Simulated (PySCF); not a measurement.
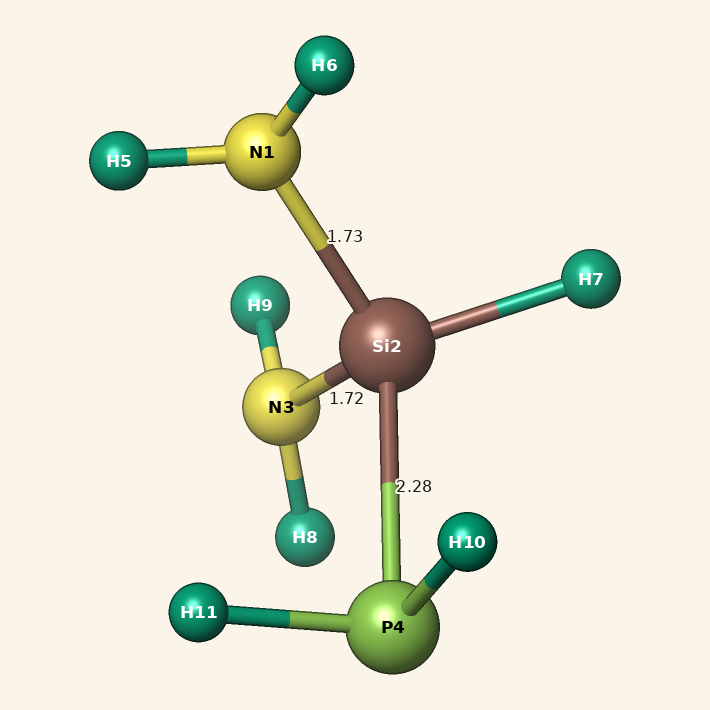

Bond lengths are marked in Å; every bond is drawn as one stick. The geometry was computed by an optimisation with PBE0-D3(BJ)/def2-SVP. No frequency run is at hand to confirm it as a minimum.

Q: Assign a bond order to each marked bond.

A: N1–Si2 single; Si2–N3 single; Si2–P4 single.

Q: Give the structure as SMILES.

A: N[SiH](N)P
